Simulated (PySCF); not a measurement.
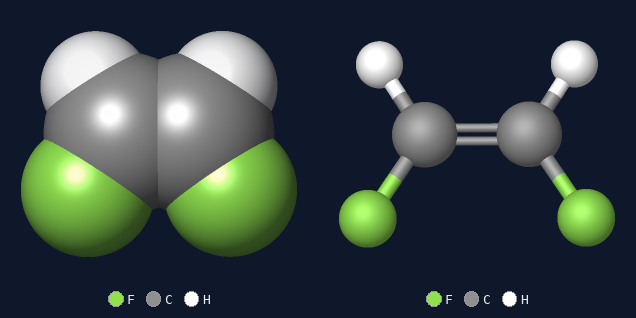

The same structure drawn twice, from different directions.

The computed structure is the end point of a PBE0-D3(BJ)/def2-SVP optimisation. No frequency run is at hand to confirm it as a minimum.

Identify the structure.

Formula C2H2F2. Its SMILES string is `F/C=C\F`. It has no ring. Among its groups: alkene, C–F bond. This geometry has C2v symmetry. All atoms lie on one plane. Coordination: 2 C trigonal planar.

More results for the same structure follow; atom numbers are the same in all pictures, views and colours differ.

**Shape**

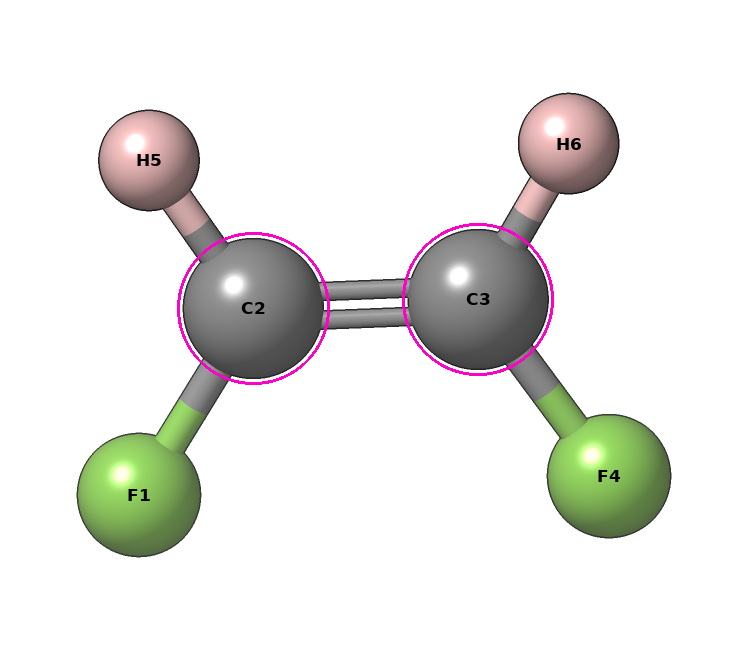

Distant atoms are faded towards the background colour. Circles mark the stereogenic atoms. No frequency run is at hand to confirm it as a minimum.

**Assign CIP descriptors.**

C2=C3: Z.

**Dipole moment**

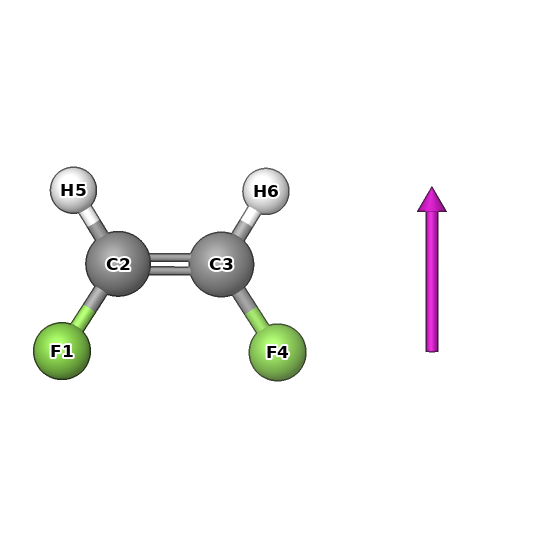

The arrow beside the molecule shows the direction of the dipole moment, from the negative to the positive end (its length means nothing). No frequency run is at hand to confirm it as a minimum. Level of theory: BHandHLYP/pcJ-1, gas phase (PySCF 2.14.0).

**Estimate the dipole moment.**

2.60 D; it points from the side of F1, F4 to the side of H5, H6 (the outermost atoms at the two ends).

**Excitation**

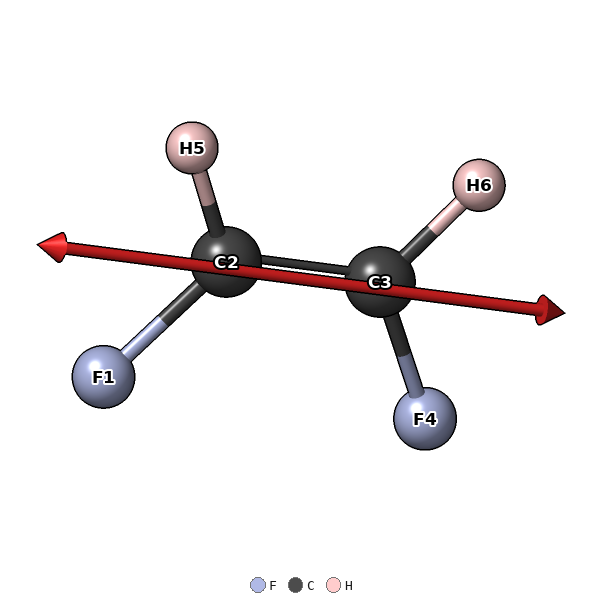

The double arrow shows the direction of the transition dipole to excited singlet state 3 (its length means nothing). No frequency run is at hand to confirm it as a minimum. Method: TDDFT B3LYP/def2-SVPD, vertical, gas phase, core orbitals frozen in the response (PySCF 2.14.0).

**How is the transition polarised?**

In the molecular plane, nearly parallel to the C2–C3 bond.

**Where does the transition lie, and how strong is it?**

7.72 eV (161 nm), oscillator strength 0.34, mainly HOMO → LUMO (weight 0.95); transition dipole 3.41 D.

**Polarisability**

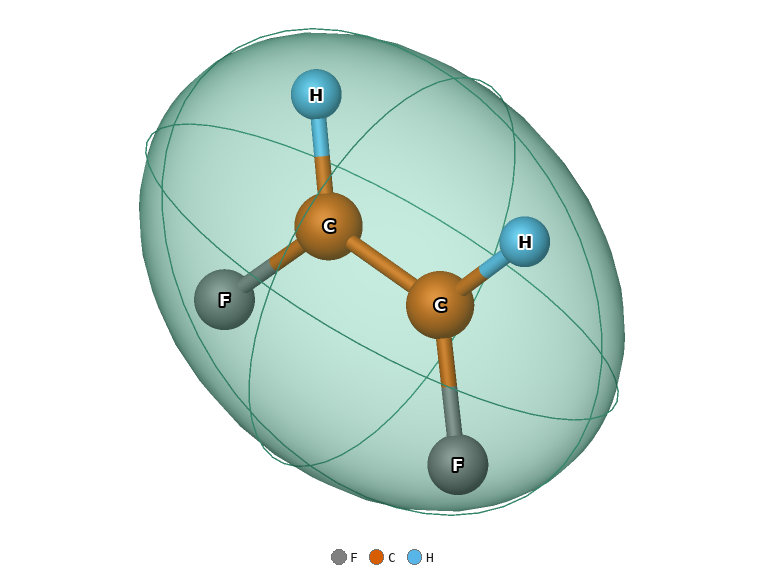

The ellipsoid shows the static dipole polarisability: its half-axes are proportional to the principal values. No frequency run is at hand to confirm it as a minimum. Level of theory: PBE0/def2-SVPD (PySCF 2.14.0).

**How large and how anisotropic is the polarisability?**

Principal values 20.6, 26.6, 35.7 bohr³; mean 27.7 bohr³ (4.10 Å³); anisotropy 13.2 bohr³, so the longest axis is 1.73 times the shortest.
